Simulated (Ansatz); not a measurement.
**CH₃Cl₃OZr: density, localisation and related maps**

Input

```
crystal:
  periodic: [false, false, false]
  atoms:
    - {symbol: C, position_ang: [0.440659, -1.388853, 0.927106]}
    - {symbol: O, position_ang: [0.085333, -0.265007, 0.176653]}
    - {symbol: Zr, position_ang: [-0.392279, 1.236454, -0.825486]}
    - {symbol: Cl, position_ang: [-1.927666, 0.566426, -2.461836]}
    - {symbol: Cl, position_ang: [1.545716, 2.102795, -1.814577]}
    - {symbol: Cl, position_ang: [-1.355535, 2.805887, 0.621671]}
    - {symbol: H, position_ang: [-0.030867, -2.279288, 0.504489]}
    - {symbol: H, position_ang: [1.525840, -1.515424, 0.911471]}
    - {symbol: H, position_ang: [0.108808, -1.262990, 1.960519]}
basis:
  gaussian: {orbitals: def2-TZVPP}
hamiltonian: {xc: pbe0, dispersion: d4}
output: {orbitals: {seedname: orbitals}}
```

Command:

```sh
ansatz run in.yaml --threads 4 --pin off --events-out ev --progress --plain --max-ram 11315MiB
```

Geometry: PBE0-D4/def2-TZVP; core potentials replace the inner electrons of Zr.

Computed with RKS PBE0-D4/def2-TZVPP (Ansatz 0.2.0).

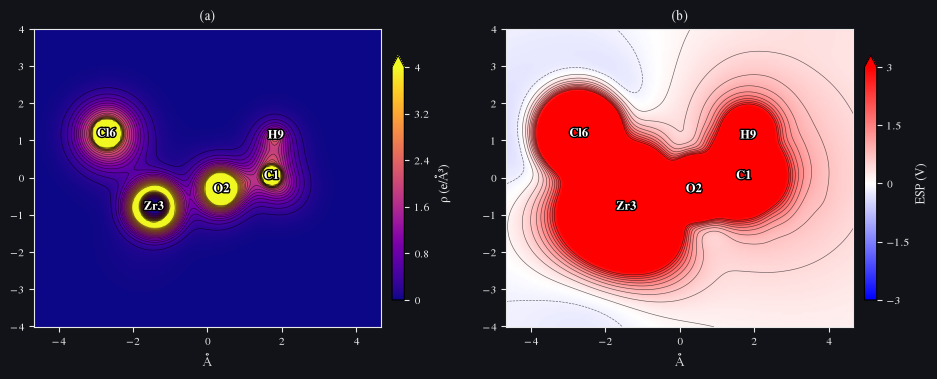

Figure 1. (a) electron density; (b) electrostatic potential on the plane of atoms O2, Zr3 and Cl6.

**Interpret the plot.**

The section cuts through C, O, Zr, Cl and H sites. C–O (1.40 Å): ρ at the midpoint is about 2.1 e/Å³, with its minimum of 1.7 e/Å³ about 0.5 Å from C. Zr–O (1.87 Å): ρ is about 1 e/Å³ halfway. Zr–Cl (2.34 Å): the density is about 0.62 e/Å³ at the midpoint. C–H (1.09 Å): ρ is about 2.1 e/Å³ halfway. Outside the dense part of the molecule the potential is most negative (−0.4 V) near Cl6.

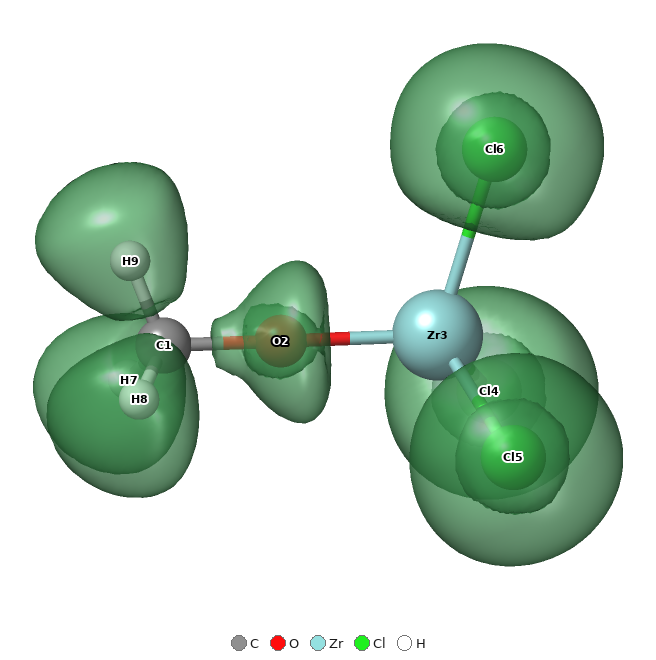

Figure 2. Isosurface of the electron localisation function at 0.75 (green), seen at a tilt. Only the valence region is drawn (cores and ρ < 0.01 e/Å³ removed).

**Where are the electrons localised?**

The surface consists of three regions around hydrogen nuclei, one region on O in which the atom's valence shell and bonds are merged and three regions wrapped around Cl (the valence shell of each). Profiles from the grid: C–O (1.40 Å): the ELF peaks at about 0.90 between the atoms: a polar covalent bond. Zr–O (1.87 Å): the ELF peaks at about 0.75 in the valence shell of O, 0.5 Å from its nucleus, and drops to about 0.25 between the two atoms.

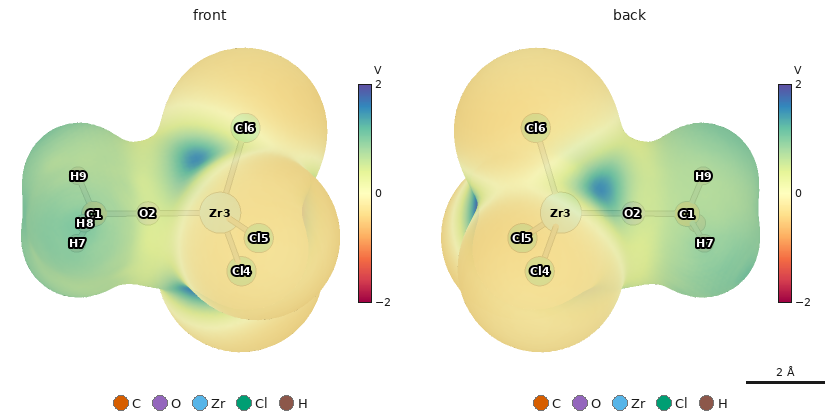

Figure 3. The molecular electrostatic potential painted on the density surface at 0.001 e/bohr³, seen from the front and from behind; red is negative and blue positive.

**Where is the surface potential most negative and most positive?**

The most negative region (about −0.4 V) lies over Cl4, Cl5 and Cl6, the most positive (about +1.6 V) over Zr3.
